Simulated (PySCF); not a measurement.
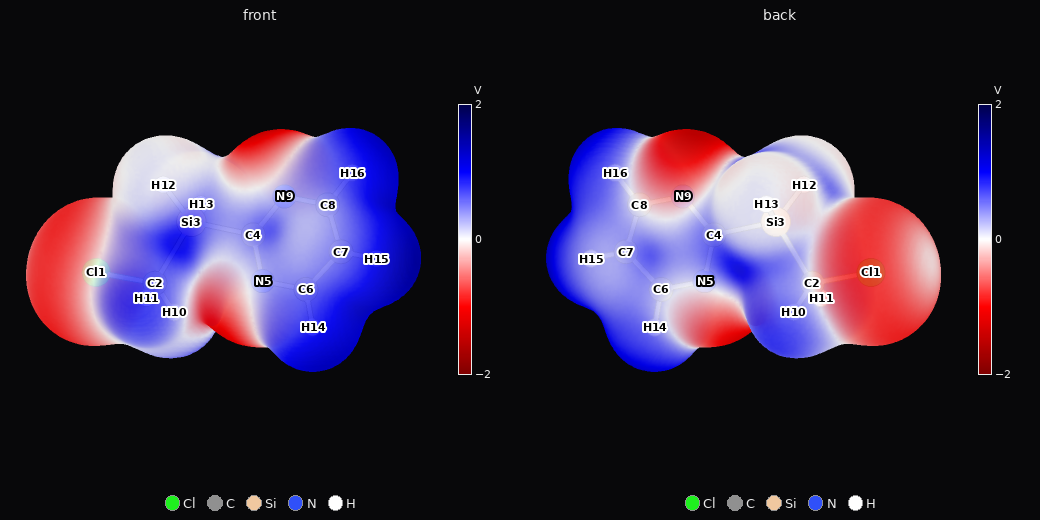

Figure. C5H7ClN2Si. The electrostatic potential painted on the density surface at 0.002 e/bohr³, seen from the front and from behind; red is negative and blue positive.

Geometry: GFN2-xTB.

Level of theory: PBE0/pcSseg-1, SCF density, gas phase, non-relativistic in PySCF 2.14.0.

| atom | x (Å) | y (Å) | z (Å) |
| --- | --- | --- | --- |
| Cl | 4.3775 | -0.4913 | 0.2830 |
| C | 2.6393 | -0.8263 | 0.0571 |
| Si | 1.6577 | 0.7910 | 0.3174 |
| C | -0.1789 | 0.3904 | 0.0670 |
| N | -0.5236 | -0.8577 | -0.2337 |
| C | -1.8092 | -1.1155 | -0.4038 |
| C | -2.7813 | -0.1334 | -0.2781 |
| C | -2.3201 | 1.1374 | 0.0380 |
| N | -1.0357 | 1.3956 | 0.2089 |
| H | 2.3780 | -1.6033 | 0.7720 |
| H | 2.5297 | -1.2350 | -0.9448 |
| H | 2.0779 | 1.7859 | -0.6700 |
| H | 1.8659 | 1.2793 | 1.6809 |
| H | -2.0610 | -2.1412 | -0.6472 |
| H | -3.8291 | -0.3440 | -0.4179 |
| H | -2.9945 | 1.9769 | 0.1598 |

> Describe the electrostatic potential map.

The most negative region (about −1.4 V) lies over N9, the most positive (about +1.5 V) over H15. N9 is the likeliest acceptor of a hydrogen bond.
